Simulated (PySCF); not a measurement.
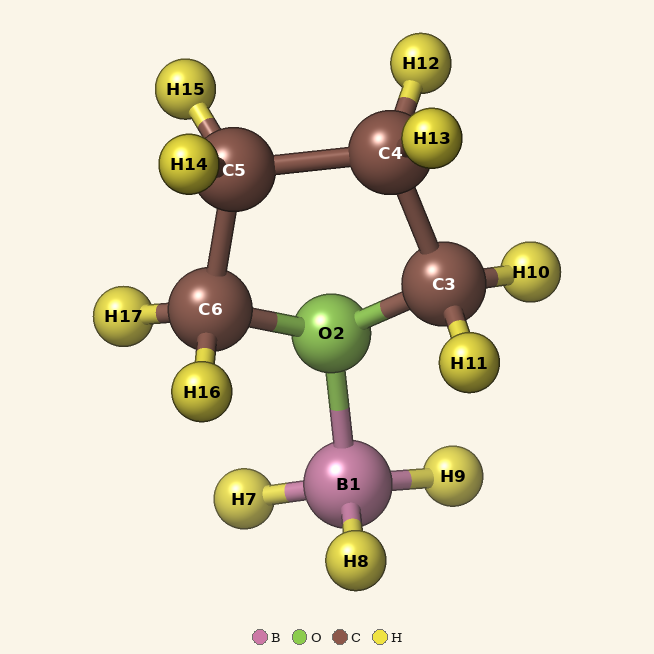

The geometry was computed by an optimisation with PBE0-D3(BJ)/def2-SVP. No frequency run is at hand to confirm it as a minimum. Electric field gradients from the ground-state density, PBE0/pcSseg-1 in benzene (IEF-PCM) (PySCF 2.14.0), non-relativistic apart from any core potentials.

Give the largest field-gradient component, the quadrupole coupling constant and the asymmetry for 11B at B1 (Q = 40.59 mb), 17O at O2 (Q = −25.6 mb), 2H at H7 (Q = 2.86 mb), 2H at H8 (Q = 2.86 mb), 2H at H10 (Q = 2.86 mb), 2H at H11 (Q = 2.86 mb).

| atom | V_zz (a.u.) | e²qQ/h (MHz) | η |
| --- | --- | --- | --- |
| B1 | 0.346 | 3.30 | 0.05 |
| O2 | −1.935 | 11.64 | 0.54 |
| H7 | 0.197 | 0.132 | 0.13 |
| H8 | 0.190 | 0.127 | 0.14 |
| H10 | 0.285 | 0.192 | 0.07 |
| H11 | 0.271 | 0.182 | 0.08 |
